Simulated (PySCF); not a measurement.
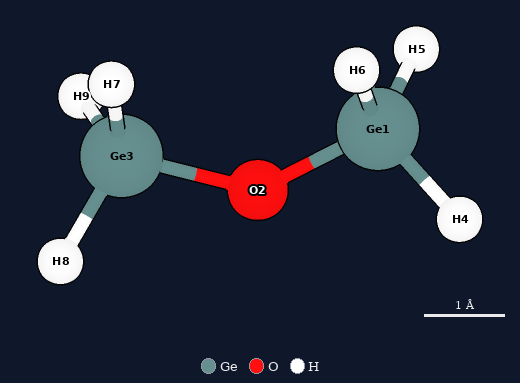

*The input geometry (ball-and-stick view, seen at a tilt; atoms are numbered from 1 in the order of the input). Sticks mark near contacts.*

Bond lengths as drawn: Ge–H 1.54 Å and Ge–O 1.77 Å.

# Excited-state calculation of Ge2H6O

System: Ge2H6O, SMILES [GeH3][O][GeH3].
Method: TDDFT CAM-B3LYP/def2-SVPD, vertical, gas phase, core orbitals frozen in the response (PySCF 2.14.0).

The geometry comes from this level: PBE0-D3(BJ)/def2-SVP.

Log:
```
coarse grid: 34848 points
cycle   1  E = -4232.3457468387  dE = -1.218e+00  |g| = 9.455e-01  |ddm| = 3.183e+00
cycle   2  E = -4232.0972156662  dE =  2.485e-01  |g| = 1.487e+00  |ddm| = 2.709e+00
cycle   3  E = -4232.4865301118  dE = -3.893e-01  |g| = 1.605e-01  |ddm| = 1.843e+00
cycle   4  E = -4232.4904299427  dE = -3.900e-03  |g| = 4.128e-02  |ddm| = 2.324e-01
cycle   5  E = -4232.4906343595  dE = -2.044e-04  |g| = 3.521e-03  |ddm| = 4.828e-02
cycle   6  E = -4232.4906384662  dE = -4.107e-06  |g| = 4.538e-04  |ddm| = 8.456e-03
final grid: 69520 points
cycle   7  E = -4232.4905771808  dE = -1.032e-07  |g| = 3.114e-04  |ddm| = 2.786e-03
cycle   8  E = -4232.4905771805  dE =  2.638e-10  |g| = 3.684e-04  |ddm| = 6.665e-04
cycle   9  E = -4232.4905772018  dE = -2.129e-08  |g| = 6.159e-05  |ddm| = 4.310e-04
cycle  10  E = -4232.4905772025  dE = -6.930e-10  |g| = 2.426e-05  |ddm| = 7.977e-05
```

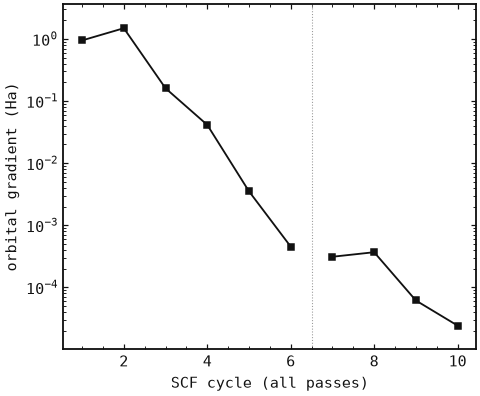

*Convergence of the self-consistent field: orbital gradient against the SCF cycle. The dotted line marks the change from a coarse to the final integration grid.*

The first 6 cycles use a coarse grid, the final grid takes over at cycle 7, and the field converges after 10 cycles in all.

```
converged SCF energy = -4232.4905772025

Static polarisability (au): isotropic 65.629, principal 60.723 61.673 74.492

Singlet excitations
state   eV       nm        f      main configurations
  1   6.5224    190.1   0.00294   H->L 0.95
  2   7.0157    176.7   0.00802   H-1->L 0.94
  3   7.5440    164.3   0.10075   H->L+1 0.94
  4   7.8819    157.3   0.00012   H->L+2 0.53, H-3->L 0.22, H->L+4 0.09
  5   7.9806    155.4   0.05501   H-1->L+1 0.54, H-2->L 0.28
  6   7.9867    155.2   0.04068   H-2->L 0.41, H-1->L+1 0.38
  7   8.1359    152.4   0.03054   H->L+3 0.78, H-1->L+3 0.09
  8   8.2234    150.8   0.00066   H-3->L 0.30, H->L+4 0.29, H->L+2 0.28
  9   8.4474    146.8   0.00094   H-1->L+2 0.58, H-2->L+1 0.26
 10   8.5655    144.7   0.01354   H-1->L+3 0.66, H->L+3 0.13

Triplet excitations (Tamm-Dancoff, eV): 6.1131 6.5538 7.1509 7.4914
Vertical ionisation energy (delta-SCF) = 10.3173 eV
```

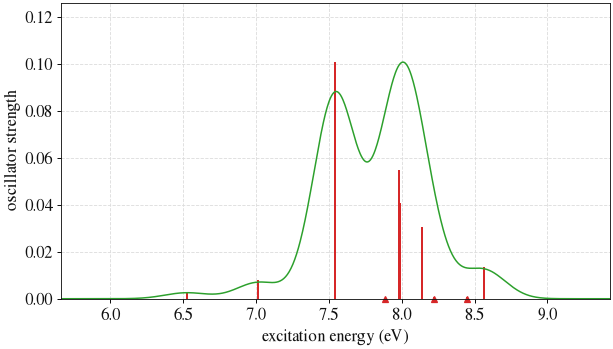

*Computed excitations as sticks (degenerate states added up, dark ones marked on the axis), with a Gaussian envelope of 0.35 eV full width at half maximum, scaled to the tallest.*

Of the 10 states the lowest lies at 6.52 eV (f = 0.003); the strongest line is at 7.54 eV, or 164 nm (f = 0.101).

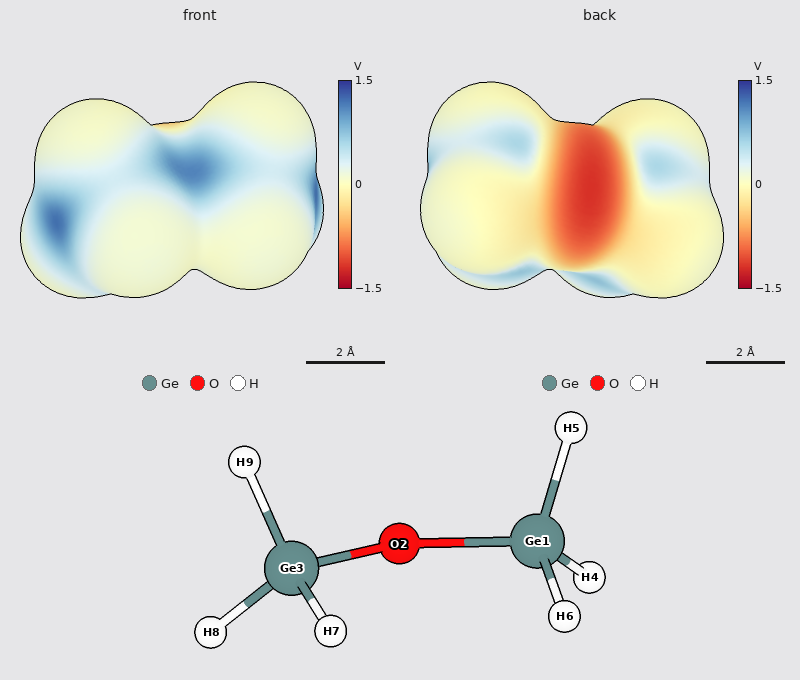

*The molecular electrostatic potential painted on the density surface at 0.001 e/bohr³, seen at a tilt and from behind; the colour scale runs from red (negative) to blue (positive). The bare structure is drawn below in the same view.*

Its dipole moment is 0.97 D.

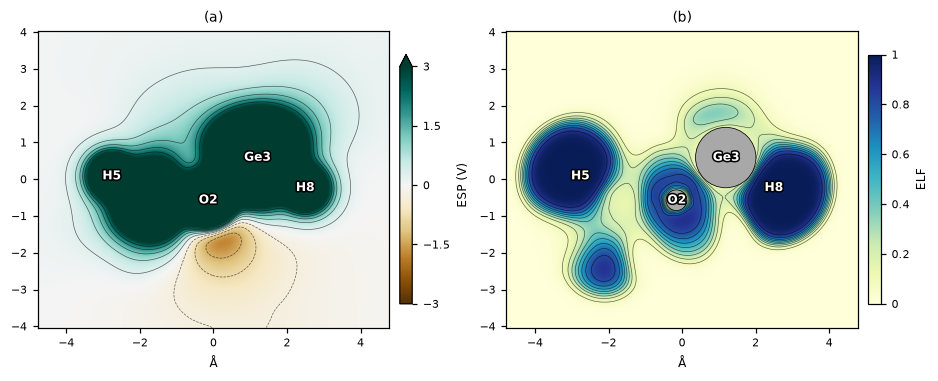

*(a) molecular electrostatic potential; (b) ELF on the plane of atoms O2, Ge3 and H8. Grey discs, where drawn, cover atomic cores.*

Atoms in the plane: O, Ge and H. Ge–O (1.77 Å): the ELF peaks at about 0.85 in the valence shell of O, 0.6 Å from its nucleus, and is about 0.30 at the midpoint. Ge–H (1.54 Å): the ELF climbs to about 1 towards the hydrogen, as it does in any bond to H.

This output came from the following input.

The input:
```
{"job": {"kind": "uv", "xc": "CAM-B3LYP", "basis": "def2-SVPD", "ip": true}, "charge": 0, "multiplicity": 1}
Ge     1.595558    -0.299577     0.035923
O      0.039150     0.089461    -0.721195
Ge    -1.584534     0.316489    -0.042881
H      2.392224    -1.110843    -0.997489
H      2.328168     1.011457     0.382825
H      1.343581    -1.124442     1.316580
H     -1.664397    -0.388042     1.329107
H     -2.573582    -0.308624    -1.039733
H     -1.849057     1.826102     0.113744
```

The first line tells a small driver script what to run in PySCF; the rest is the geometry in Å.

Launch command:
```bash
OMP_NUM_THREADS=1 python <driver script> task.json out
```

Summary:

| quantity | value |
| --- | --- |
| outcome | converged |
| total energy | −4232.490577 hartree |
| HOMO | −9.53 eV |
| LUMO | 0.53 eV |
| dipole moment | 0.97 D |
| mean polarisability | 65.63 a.u. |
| vertical ionisation energy | 10.32 eV |
| lowest singlet excitation | 6.52 eV |
| hardware | 1 CPU thread, shared host |
| wall time | 82 s |
| peak memory | 0.71 GiB |

Spin–orbit coupling is left out, which matters for the heavy atoms.
